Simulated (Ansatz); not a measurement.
# AlGaH4O: how energies converge with the basis set

How large a basis does AlGaH4O need? Two functionals are run in growing sets.

Method: one geometry, several basis sets; program: Ansatz 0.2.0, Gaussian basis.

The runs, in order: PBE0-D4/def2-SVP; ωB97M-V/def2-SVP; PBE0-D4/def2-QZVPP; ωB97M-V/def2-QZVPP; the functionals' def2-TZVPP values are taken from earlier runs.

**1. The relaxed structure**

An earlier PBE0-D4 in a triple-zeta def2 set relaxation fixed the geometry.

7 atoms, charge 0, spin multiplicity 1.

Atoms are counted from 1 here; the program's logs count them from 0.

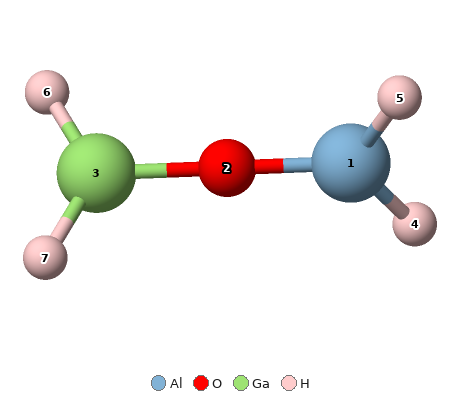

The geometry (aluminium light blue, oxygen red, gallium green, hydrogen pink); atoms are numbered from 1 in the order of the file.

**2. PBE0-D4 in def2-SVP**

in.yaml

```yaml
crystal:
  periodic: [false, false, false]
  atoms:
    - {symbol: Al, position_ang: [-1.411631, 0.052530, -0.931241]}
    - {symbol: O, position_ang: [-0.013233, 0.000721, -0.011125]}
    - {symbol: Ga, position_ang: [1.461117, -0.054566, 0.963222]}
    - {symbol: H, position_ang: [-2.448950, -1.138117, -0.807009]}
    - {symbol: H, position_ang: [-1.644686, 1.290999, -1.890802]}
    - {symbol: H, position_ang: [1.372313, 0.615894, 2.370481]}
    - {symbol: H, position_ang: [2.685069, -0.767461, 0.306474]}
basis:
  gaussian: {orbitals: def2-SVP}
hamiltonian: {xc: pbe0, dispersion: d4}
output: {orbitals: {seedname: orbitals}}
```

Started as:

```sh
ansatz run in.yaml --threads 2 --pin off --events-out ev --progress --plain --max-ram 4352MiB
```

Further steps of the session: ωB97M-V in def2-SVP; PBE0-D4 in def2-QZVPP; ωB97M-V in def2-QZVPP.

Before running them: what should the planned runs give, taken together? Wanted: PBE0-D4: double and triple zeta above quadruple; ωB97M-V: double and triple zeta above quadruple.

As calculated:

| quantity | value |
| --- | --- |
| PBE0-D4: double and triple zeta above quadruple | 13.19, 1.54 eV |
| ωB97M-V: double and triple zeta above quadruple | 13.18, 1.48 eV |

What this shows: For PBE0-D4 the step from double to triple zeta gains 11.65 eV and the next only 1.54 eV. Total energies overstate the basis error of differences, where much of it tends to cancel.
